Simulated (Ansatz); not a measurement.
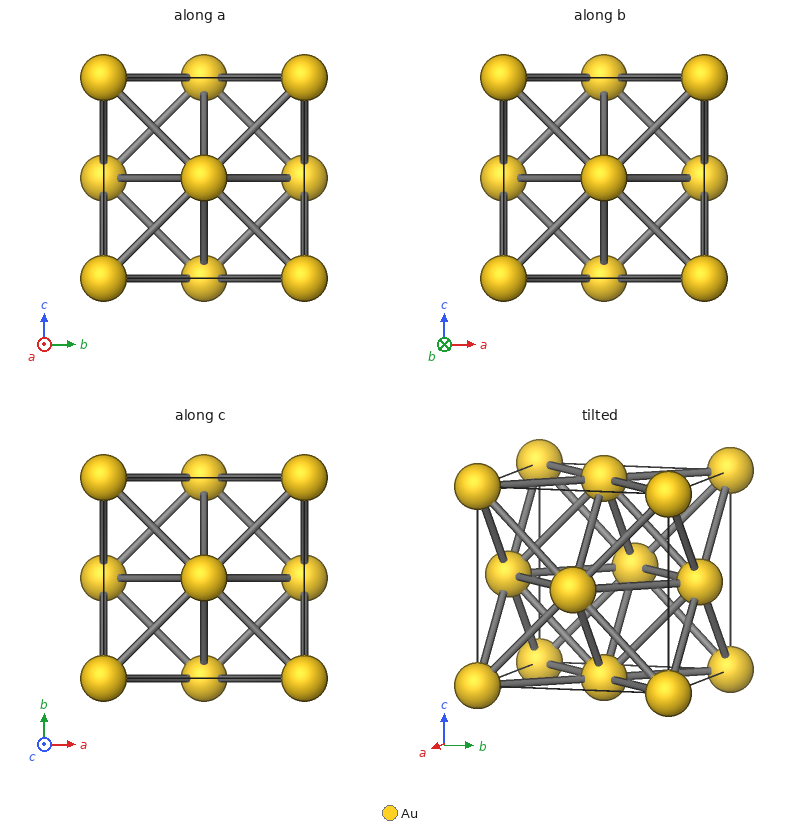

The figure gives a ball-and-stick picture of the atoms, viewed along the a axis, along the b axis, along the c axis and slightly off an axis. The edges of the conventional unit cell are marked.

Lattice parameters: a = 4.1583 Å, b = 4.1583 Å, c = 4.1583 Å, α = 90.000°, β = 90.000°, γ = 90.000°.

> Express the structure as a CIF with its space group and independent sites.

```cif
data_structure
_symmetry_space_group_name_H-M 'F m -3 m'
_symmetry_Int_Tables_number 225
_cell_length_a 4.1583
_cell_length_b 4.1583
_cell_length_c 4.1583
_cell_angle_alpha 90.000
_cell_angle_beta 90.000
_cell_angle_gamma 90.000
_cell_volume 71.90
loop_
_atom_site_label
_atom_site_type_symbol
_atom_site_symmetry_multiplicity
_atom_site_Wyckoff_symbol
_atom_site_fract_x
_atom_site_fract_y
_atom_site_fract_z
_atom_site_occupancy
Au1 Au 4 a 0.0000 0.0000 0.0000 1
```

Its origin is the standard structure of this element. Earlier steps of the study may have refined or changed the cell and positions. An electronic-structure calculation with Ansatz was run on it.
